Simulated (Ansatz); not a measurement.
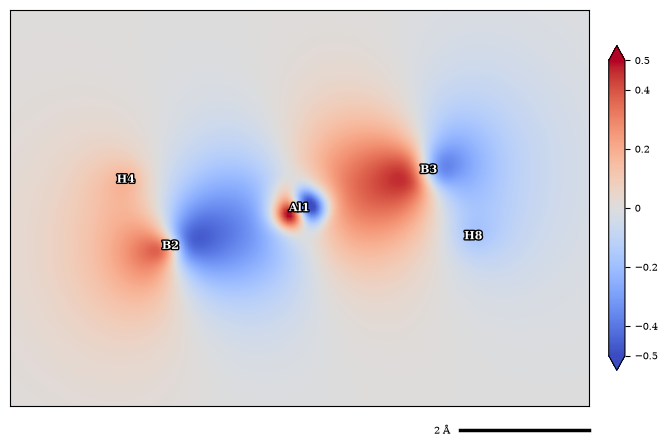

Figure 1: AlB2H6 (charge −1). The HOMO on the plane of atoms Al1, B2 and H4 (values in Å⁻³ᐟ²; the overall sign is arbitrary).

Geometry: PBE0-D3(BJ)/def2-SVPD.

Computed with Ansatz, isolated molecule in a Gaussian basis; Kohn-Sham density functional theory, functional PBE0.

```csv
atom,x (Å),y (Å),z (Å)
Al,-1.6649,0.1138,0.8929
B,-0.3994,-1.2178,-0.0868
B,-2.9310,1.4446,1.8729
H,0.6797,-0.6424,-0.2694
H,-0.9338,-1.5200,-1.1601
H,-0.2625,-2.2080,0.6409
H,-3.0549,2.4431,1.1544
H,-4.0151,0.8735,2.0381
H,-2.4061,1.7326,2.9547
```

Describe this orbital and give its energy.

Answer. Its weight (Hirshfeld) is mainly on Al1 (about 30 %), B2 (about 25 %) and B3 (about 25 %); it is ungerade (odd under inversion). Its energy is −1.05 eV.
